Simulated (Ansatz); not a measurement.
The starting structures come from a database of crystals and need not be the phases stable at ambient conditions.

 Where the default PAW files enter, the runs use the earlier of Ansatz's two default sets.

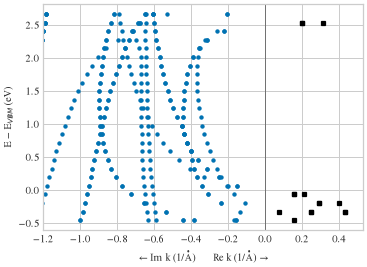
*Complex bands at the centre of the two-dimensional zone; r2SCAN in Ansatz (an electronic-structure program)*

No gap correction and no spin-orbit coupling; mid-gap values are interpolated between computed energies.

### Question
This is Rb$_{2}$TiCl$_{6}$ (Fm-3m, not sure to be the ambient phase, 9 atoms a cell, 27.7 Å³ an atom) along the normal of (111). Read off the slowest decay at the centre of the two-dimensional zone at 1.24 eV, the computed energy nearest the middle of the gap.

### Answer
κ ≈ 0.36 1/Å, a decay length 1/(2κ) of the density of 1.4 Å.
